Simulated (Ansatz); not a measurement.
# AlBrFH$_{2}$N: what the fields show

The calculation's input:

```
crystal:
  periodic: [false, false, false]
  atoms:
    - { symbol: "N", position_ang: [-0.4744, 1.0275, -0.1537] }
    - { symbol: Al, position_ang: [0.1639, -0.7019, 0.023] }
    - { symbol: F, position_ang: [1.7412, -0.9597, 0.7805] }
    - { symbol: Br, position_ang: [-1.0182, -2.5419, -0.7602] }
    - { symbol: H, position_ang: [-0.5547, 1.4803, 0.7746] }
    - { symbol: H, position_ang: [0.1842, 1.6316, -0.7103] }
basis:
  gaussian: { orbitals: def2-SVP }
hamiltonian:
  xc: pbe0
  dispersion: d4
relax:
  f_tol: 0.02
  max_steps: 50
output:
  orbitals: {}
```

Launched as:

```sh
ansatz run input.yaml --threads 2 --pin off --max-ram 3072MiB --backend cpu --events-out ev --progress --plain --runs-dir out
```

The fields are those of the run's last geometry, not of the input's.

Method: RKS PBE0-D4/def2-SVP (Ansatz 0.2.0).

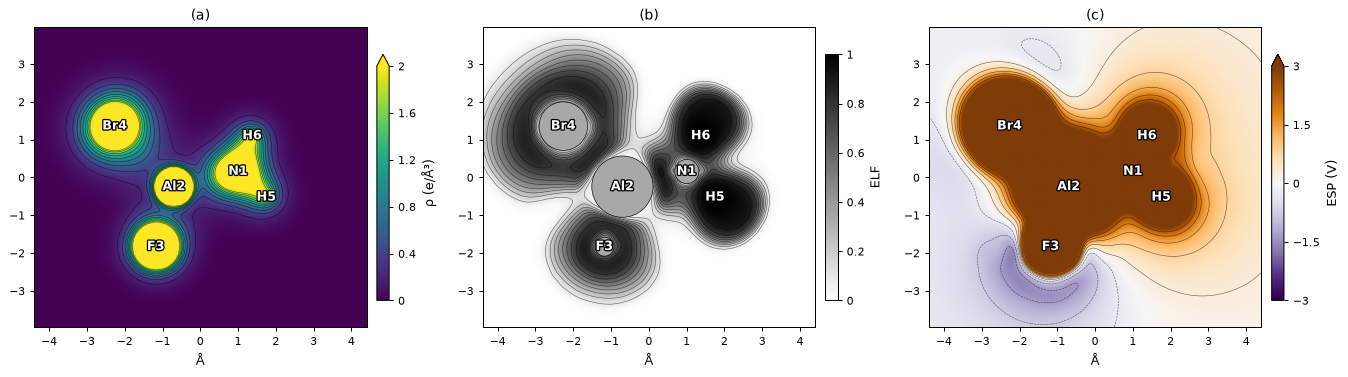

Figure 1. (a) total electron density; (b) electron localisation function; (c) molecular electrostatic potential on the molecular plane. Grey discs cover the atomic cores in the ELF map.

> Interpret the plot.

- Atoms in the plane: N, Al, F, Br and H.
- Al–F (1.66 Å): ρ is about 0.81 e/Å³ halfway; the ELF peaks at about 0.85 in the valence shell of F, 0.6 Å from its nucleus, and is about 0.25 at the midpoint.
- Al–N (1.75 Å): ρ is about 0.87 e/Å³ halfway; the ELF peaks at about 0.90 in the valence shell of N, 0.7 Å from its nucleus, and is about 0.60 at the midpoint.
- Al–Br (2.24 Å): ρ is about 0.67 e/Å³ halfway; the ELF peaks at about 0.85 in the valence shell of Br, 1.1 Å from its nucleus, and is about 0.85 at the midpoint.
- N–H (1.01 Å): ρ is about 2.7 e/Å³ halfway; the ELF climbs to about 1 towards the hydrogen, as it does in any bond to H; a covalent bond by its length.
- The ELF also peaks beside F3 and Br4, away from the bonds: lone-pair regions.
- Outside the dense part of the molecule the potential is most negative (−1.6 V) near F3.

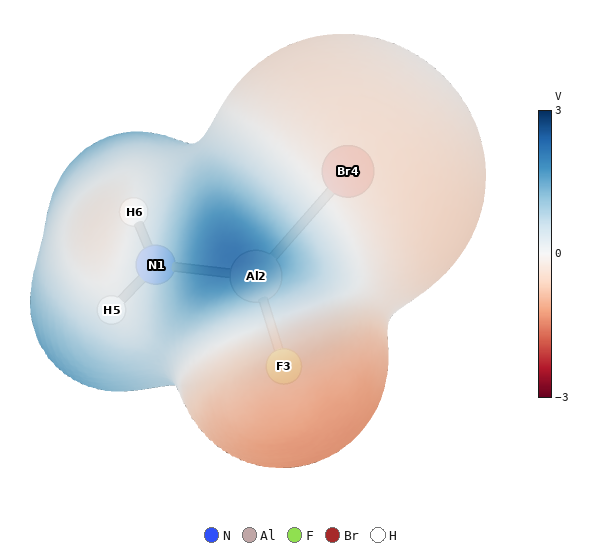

Figure 2. The electrostatic potential painted on the density surface at 0.001 e/bohr³, seen at a tilt; the colour scale runs from red (negative) to blue (positive).

> Which sites attract a positive test charge, and which a negative one?

A positive charge is drawn to the negative regions and a negative charge to the positive ones. The most negative region (about −1.3 V, or −30 kcal/mol for a unit charge) lies over F3, the most positive (about +2.2 V, or +51 kcal/mol for a unit charge) over Al2.

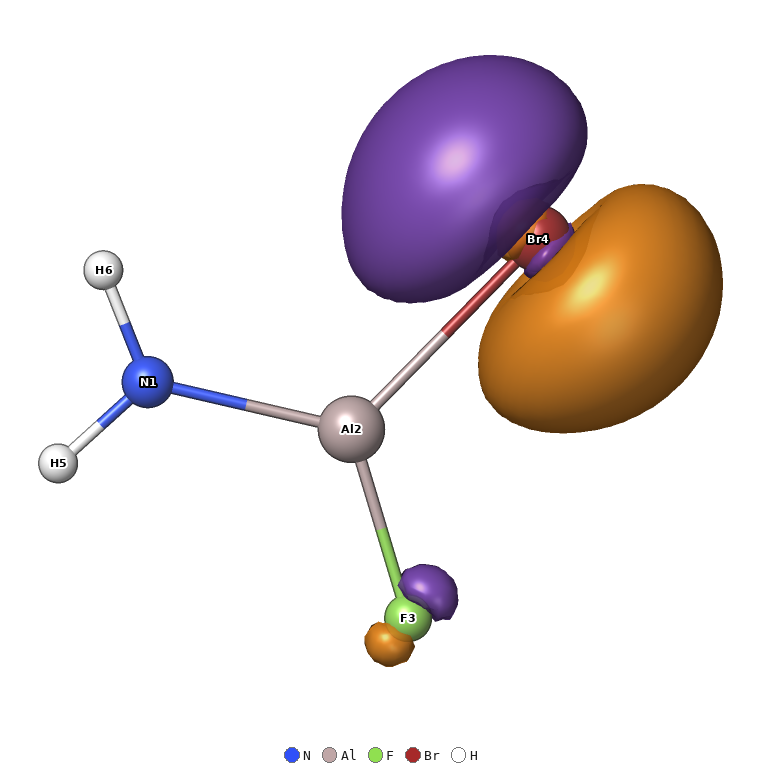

Figure 3. The HOMO−1 at ±0.15 Å⁻³ᐟ² (orange and purple are the two phases), seen across its widest extent.

> Describe this orbital and give its energy.

It lies mainly on Br4 (about 90 %); it is symmetric in the molecular plane (an in-plane orbital: σ, lone-pair or in-plane π type); largely a lone pair of Br4. Its energy is −8.61 eV.
